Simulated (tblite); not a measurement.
## Geometry relaxation, with input and output: C6H11AsOSi

C6H11AsOSi, computed with GFN2-xTB geometry optimisation, gas phase (tblite 0.8.0).

It belongs to a series of runs on one base structure; here: H on C replaced by 2-furyl.

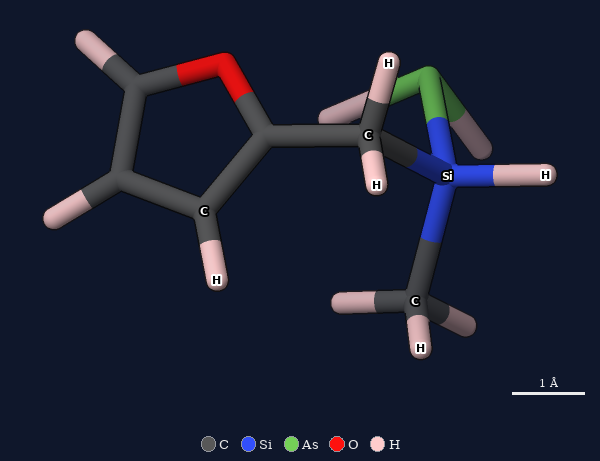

*The input geometry (stick view, seen at a tilt).*

Bond lengths as drawn: As–H 1.56 to 1.58 Å, As–Si 2.32 Å, C–C 1.37 to 1.50 Å, C–H 1.08 to 1.12 Å, C–O 1.31 to 1.32 Å, C–Si 1.87 Å and H–Si 1.45 Å.

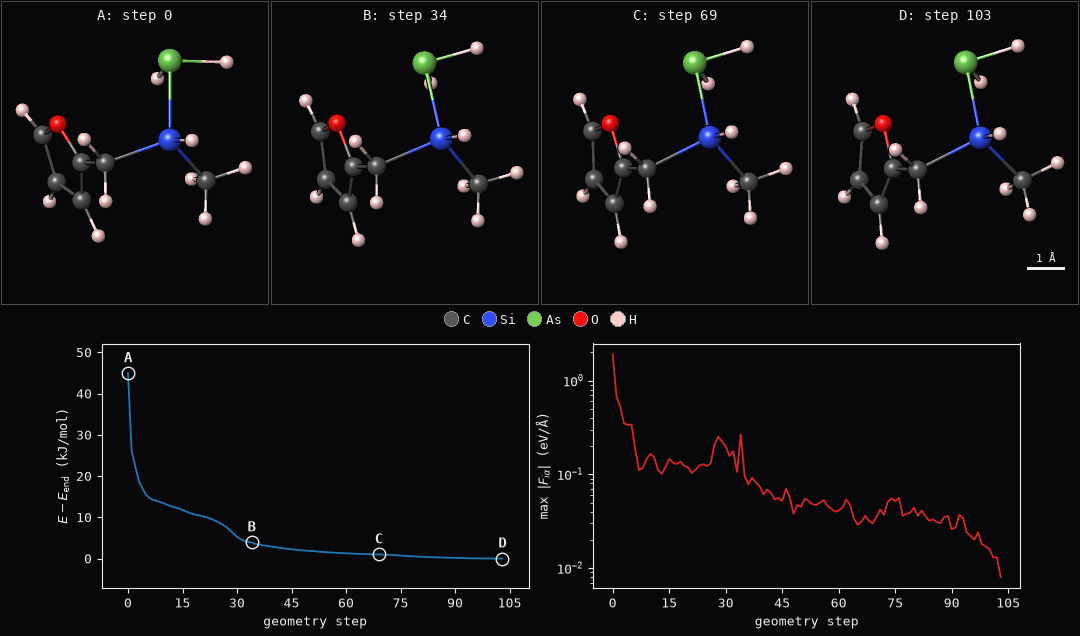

*Frames of the relaxation (ball-and-stick view, seen at a tilt) above the curves, on which the letters mark them (steps are counted from 0).*

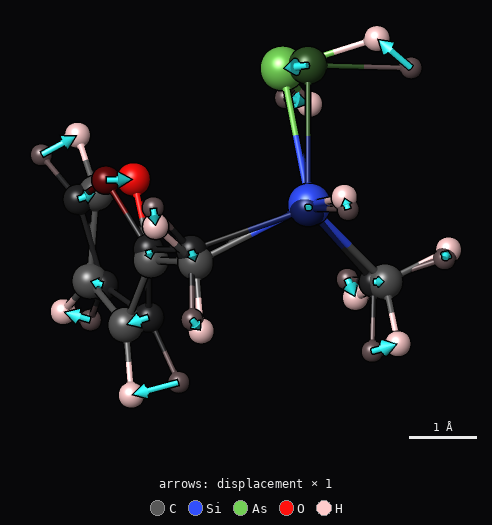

*Start (faint) and end (solid) with the displacements as teal arrows, at true length (ball-and-stick view, seen at a tilt). The two geometries are laid on each other by the best rigid fit.*

After 103 geometry steps the energy has fallen by 45.0 kJ/mol. Largest force component: 1.9 eV/Å at the start, 0.008 eV/Å at the end. The atom that moves furthest after the best rigid fit is H18 (0.75 Å). By element the largest moves are H 0.75 Å, As 0.47 Å, O 0.42 Å, C 0.37 Å, Si 0.10 Å. Distances before and after: As3–H15 1.576 → 1.508 Å, As3–H14 1.556 → 1.499 Å, Si2–C4 1.874 → 1.928 Å, C5–O9 1.315 → 1.354 Å. Among the angles that change: O9–C8–H20 124.8° → 117.1°, C4–C5–C6 126.2° → 132.7°, C7–C8–H20 126.2° → 132.6°. (Atoms are counted from 1 in the order of the input.)

The input that produced these results follows, with the program's output.

Input file
```
{"job": {"kind": "relax", "xc": "GFN2-xTB", "basis": "xTB"}, "charge": 0, "multiplicity": 1}
C     -2.205200    -0.526900     0.225700
Si    -1.335600     0.182400    -1.271400
As    -1.045800     2.462600    -0.983200
C      0.337900    -0.637200    -1.473100
C      1.193800    -0.382700    -0.261800
C      1.261400    -1.167200     0.861200
C      2.149400    -0.519800     1.700600
C      2.564000     0.617400     1.038600
O      1.975500     0.667200    -0.137700
H     -2.311400    -1.624900     0.120300
H     -3.226600    -0.073400     0.301000
H     -1.640000    -0.294800     1.146400
H     -2.144300    -0.071400    -2.453400
H     -0.514000     2.279900     0.467800
H     -2.534100     2.649100    -0.498500
H      0.190200    -1.736300    -1.584600
H      0.833400    -0.235700    -2.368600
H      0.733000    -2.093900     1.057800
H      2.454600    -0.837900     2.697600
H      3.258800     1.354300     1.412300
```

The first line tells a small driver script what to run in tblite; the rest is the geometry in Å.

Run as:
```bash
OMP_NUM_THREADS=1 python <driver script> task.json out
```

The program's output
```
step      E/eV     max force
  0    -723.52953    2.156
  1    -723.72437    0.686
  2    -723.76363    0.535
  3    -723.80061    0.422
  4    -723.81944    0.460
  5    -723.83533    0.423
  6    -723.84383    0.250
  7    -723.84842    0.133
  8    -723.85092    0.143
  9    -723.85364    0.182
 10    -723.85718    0.187
 11    -723.86124    0.173
 12    -723.86457    0.115
 13    -723.86709    0.142
 14    -723.86974    0.152
 15    -723.87316    0.171
 16    -723.87722    0.165
 17    -723.88103    0.159
 18    -723.88389    0.153
 19    -723.88606    0.128
 20    -723.88798    0.121
 21    -723.89008    0.137
 22    -723.89276    0.161
 23    -723.89623    0.184
 24    -723.90041    0.162
 25    -723.90494    0.168
 26    -723.90992    0.168
 27    -723.91599    0.232
 28    -723.92364    0.287
 29    -723.93243    0.275
 30    -723.94071    0.205
 31    -723.94686    0.161
 32    -723.95096    0.178
 33    -723.95401    0.118
 34    -723.95487    0.276
 35    -723.95861    0.114
 36    -723.96050    0.097
 37    -723.96223    0.109
 38    -723.96340    0.103
 39    -723.96479    0.078
 40    -723.96611    0.074
 41    -723.96747    0.089
 42    -723.96879    0.082
 43    -723.97006    0.074
 44    -723.97117    0.066
 45    -723.97219    0.069
 46    -723.97322    0.074
 47    -723.97423    0.060
 48    -723.97505    0.047
 49    -723.97565    0.054
 50    -723.97622    0.062
 51    -723.97695    0.067
 52    -723.97785    0.062
 53    -723.97868    0.054
 54    -723.97931    0.068
 55    -723.97981    0.065
 56    -723.98033    0.061
 57    -723.98089    0.056
 58    -723.98140    0.051
 59    -723.98182    0.051
 60    -723.98223    0.051
 61    -723.98270    0.057
 62    -723.98318    0.064
 63    -723.98359    0.058
 64    -723.98391    0.043
 65    -723.98420    0.035
 66    -723.98448    0.042
 67    -723.98477    0.050
 68    -723.98505    0.044
 69    -723.98532    0.034
 70    -723.98558    0.047
 71    -723.98588    0.051
 72    -723.98626    0.052
 73    -723.98678    0.059
 74    -723.98741    0.067
 75    -723.98805    0.077
 76    -723.98866    0.076
 77    -723.98923    0.057
 78    -723.98974    0.057
 79    -723.99022    0.046
 80    -723.99068    0.048
 81    -723.99109    0.040
 82    -723.99146    0.043
 83    -723.99181    0.042
 84    -723.99214    0.043
 85    -723.99242    0.045
 86    -723.99270    0.043
 87    -723.99300    0.041
 88    -723.99339    0.045
 89    -723.99364    0.039
 90    -723.99387    0.030
 91    -723.99407    0.030
 92    -723.99432    0.045
 93    -723.99456    0.047
 94    -723.99476    0.030
 95    -723.99490    0.024
 96    -723.99503    0.023
 97    -723.99518    0.031
 98    -723.99529    0.025
 99    -723.99537    0.020
100    -723.99543    0.018
101    -723.99548    0.017
102    -723.99552    0.013
103    -723.99554    0.009
```

Trajectory as extended XYZ (Å, eV, eV/Å), 5 of the 104 frames kept, from step=0 to step=103
```
20
Properties=species:S:1:pos:R:3:forces:R:3 step=0 energy=-723.52953
C    -2.2052   -0.5269    0.2257   -0.8080  -0.4370   0.5800
Si   -1.3356    0.1824   -1.2714   -0.3760   0.8580  -0.0120
As   -1.0458    2.4626   -0.9832   -0.2010   0.3810   0.6160
C     0.3379   -0.6372   -1.4731    1.0230  -0.5670   0.0110
C     1.1938   -0.3827   -0.2618   -1.2500  -1.6100  -0.7020
C     1.2614   -1.1672    0.8612   -0.7100  -0.6730  -0.3880
C     2.1494   -0.5198    1.7006    1.0650   0.6820   1.2570
C     2.5640    0.6174    1.0386    0.4130  -0.9000   1.8920
O     1.9755    0.6672   -0.1377    0.0880   1.4030  -1.2640
H    -2.3114   -1.6249    0.1203   -0.0550   0.6580   0.3410
H    -3.2266   -0.0734    0.3010    0.8800  -0.4970   0.1050
H    -1.6400   -0.2948    1.1464   -0.4250  -0.2320  -0.4140
H    -2.1443   -0.0714   -2.4534   -0.1810  -0.1710  -0.3930
H    -0.5140    2.2799    0.4678   -0.4080   0.0770  -0.5330
H    -2.5341    2.6491   -0.4985    0.8210  -0.1490  -0.0890
H     0.1902   -1.7363   -1.5846    0.3380   0.7780  -0.0010
H     0.8334   -0.2357   -2.3686   -0.0680  -0.2520   0.2310
H     0.7330   -2.0939    1.0578    0.2070   0.3960  -0.1710
H     2.4546   -0.8379    2.6976   -0.1100   0.2090  -0.5270
H     3.2588    1.3543    1.4123   -0.2440   0.0460  -0.5370
20
Properties=species:S:1:pos:R:3:forces:R:3 step=26 energy=-723.90992
C    -2.2526   -0.5845    0.2378    0.0080  -0.0310  -0.0230
Si   -1.3614    0.2265   -1.2383    0.0090  -0.0490   0.0720
As   -0.7841    2.4602   -0.9151    0.0800   0.0570   0.1180
C     0.3153   -0.6846   -1.4796   -0.0090  -0.0150   0.0570
C     1.1272   -0.5124   -0.2559   -0.0900   0.1170   0.0810
C     1.2962   -1.2427    0.8884    0.1020   0.0000  -0.0650
C     2.1642   -0.4846    1.7216   -0.0290   0.0440  -0.0440
C     2.4342    0.6570    1.0394   -0.0780   0.0860   0.0150
O     1.7894    0.6637   -0.1456    0.0990  -0.0470  -0.0570
H    -2.3600   -1.6578    0.1216   -0.0260  -0.0370  -0.0440
H    -3.2468   -0.1621    0.3532    0.0220   0.0030   0.0930
H    -1.6888   -0.4162    1.1531   -0.0800   0.0520   0.0060
H    -2.1280   -0.0096   -2.4761   -0.0650   0.0020  -0.0440
H    -0.5616    2.2649    0.5580   -0.0220  -0.0170  -0.0490
H    -2.2055    2.8522   -0.6135    0.0280  -0.0060  -0.0380
H     0.1983   -1.7357   -1.7173   -0.0430  -0.0790   0.0320
H     0.8096   -0.1925   -2.3190    0.1300  -0.0880   0.0590
H     0.8781   -2.2030    1.1247    0.0380   0.0630  -0.1190
H     2.5373   -0.7444    2.6942   -0.0720  -0.0510  -0.0920
H     3.0336    1.5162    1.2656   -0.0020  -0.0050   0.0410
20
Properties=species:S:1:pos:R:3:forces:R:3 step=52 energy=-723.97785
C    -2.2720   -0.5985    0.2298    0.0130   0.0150  -0.0400
Si   -1.3333    0.2543   -1.2011   -0.0060  -0.0220   0.0260
As   -0.5677    2.4182   -0.7575   -0.0280   0.0250  -0.0450
C     0.2823   -0.7647   -1.4664    0.0130   0.0050   0.0050
C     1.1334   -0.5161   -0.2885   -0.0100  -0.0140   0.0440
C     1.4000   -1.2637    0.8197    0.0240  -0.0110   0.0370
C     2.1738   -0.4433    1.6808    0.0260   0.0060  -0.0060
C     2.3192    0.7435    1.0389   -0.0270   0.0030   0.0060
O     1.6834    0.7132   -0.1533    0.0070  -0.0020   0.0030
H    -2.4167   -1.6596    0.0441   -0.0150   0.0320  -0.0020
H    -3.2519   -0.1485    0.3680    0.0370  -0.0110   0.0390
H    -1.7182   -0.5012    1.1623   -0.0420   0.0170  -0.0310
H    -2.1251    0.1032   -2.4399   -0.0160   0.0300  -0.0050
H    -0.7006    2.2366    0.7211    0.0060  -0.0340   0.0520
H    -1.9561    3.0032   -0.7714   -0.0180  -0.0170  -0.0320
H     0.0969   -1.8295   -1.5706   -0.0120  -0.0080   0.0070
H     0.7807   -0.4102   -2.3675    0.0280   0.0090  -0.0230
H     1.0879   -2.2718    1.0027    0.0100  -0.0050  -0.0060
H     2.5586   -0.7091    2.6452    0.0100   0.0070  -0.0290
H     2.8201    1.6549    1.3003    0.0000  -0.0240   0.0000
20
Properties=species:S:1:pos:R:3:forces:R:3 step=77 energy=-723.98923
C    -2.3049   -0.5478    0.1937    0.0030   0.0120  -0.0140
Si   -1.3305    0.2604   -1.2346    0.0130   0.0360   0.0320
As   -0.6176    2.4309   -0.7406    0.0150  -0.0060  -0.0080
C     0.2759   -0.7878   -1.4257    0.0020   0.0050   0.0150
C     1.1275   -0.5269   -0.2491    0.0000  -0.0080   0.0340
C     1.4872   -1.2978    0.8164   -0.0020   0.0060   0.0310
C     2.2622   -0.4682    1.6688    0.0080   0.0090  -0.0170
C     2.3104    0.7471    1.0662    0.0190  -0.0100   0.0040
O     1.6213    0.7244   -0.0953    0.0020  -0.0170   0.0320
H    -2.5449   -1.5888   -0.0005   -0.0160   0.0090  -0.0020
H    -3.2355   -0.0158    0.3707   -0.0120  -0.0140   0.0210
H    -1.7183   -0.5076    1.1096   -0.0270  -0.0110   0.0010
H    -2.1003    0.1329   -2.4911    0.0200  -0.0140   0.0160
H    -0.8105    2.2176    0.7328   -0.0040  -0.0010  -0.0290
H    -2.0203    2.9743   -0.8206   -0.0110  -0.0020   0.0000
H     0.0683   -1.8518   -1.4882   -0.0040  -0.0190  -0.0360
H     0.8001   -0.4815   -2.3309   -0.0080  -0.0040  -0.0230
H     1.2287   -2.3242    0.9844    0.0290   0.0130  -0.0310
H     2.7186   -0.7529    2.5966   -0.0280   0.0350  -0.0360
H     2.7775    1.6743    1.3343    0.0020  -0.0200   0.0110
20
Properties=species:S:1:pos:R:3:forces:R:3 step=103 energy=-723.99554
C    -2.3798   -0.5206    0.1798    0.0050   0.0040  -0.0010
Si   -1.3326    0.2567   -1.2144    0.0040   0.0040  -0.0020
As   -0.6288    2.4371   -0.7659   -0.0020  -0.0040  -0.0020
C     0.2714   -0.8001   -1.3813   -0.0040  -0.0010  -0.0020
C     1.1417   -0.5363   -0.2179   -0.0070  -0.0010   0.0030
C     1.5889   -1.3263    0.7989    0.0050   0.0020  -0.0020
C     2.3485   -0.4867    1.6546    0.0010  -0.0030   0.0020
C     2.3059    0.7515    1.1019   -0.0050  -0.0030   0.0030
O     1.5714    0.7345   -0.0308    0.0000  -0.0020   0.0000
H    -2.7188   -1.5228   -0.0645    0.0030   0.0000   0.0000
H    -3.2582    0.0873    0.3797   -0.0040  -0.0030   0.0010
H    -1.8030   -0.5798    1.1001   -0.0010  -0.0040   0.0050
H    -2.0640    0.1081   -2.4913    0.0010   0.0010  -0.0030
H    -0.8548    2.2615    0.7056    0.0010   0.0030   0.0010
H    -2.0326    2.9727   -0.8899    0.0010   0.0010  -0.0020
H     0.0628   -1.8646   -1.4427   -0.0010  -0.0040   0.0020
H     0.7850   -0.5020   -2.2966    0.0030   0.0020  -0.0020
H     1.4090   -2.3749    0.9232   -0.0040   0.0080   0.0000
H     2.8507   -0.7754    2.5554    0.0060   0.0010  -0.0020
H     2.7322    1.6907    1.3931   -0.0020  -0.0030   0.0010
```

Summary

```json
{"quantity": "outcome", "value": "converged"}
{"quantity": "total energy", "value": "−723.9955 eV"}
{"quantity": "hardware", "value": "1 CPU thread, shared host"}
{"quantity": "wall time", "value": "1.7 s"}
{"quantity": "peak memory", "value": "0.18 GiB"}
```
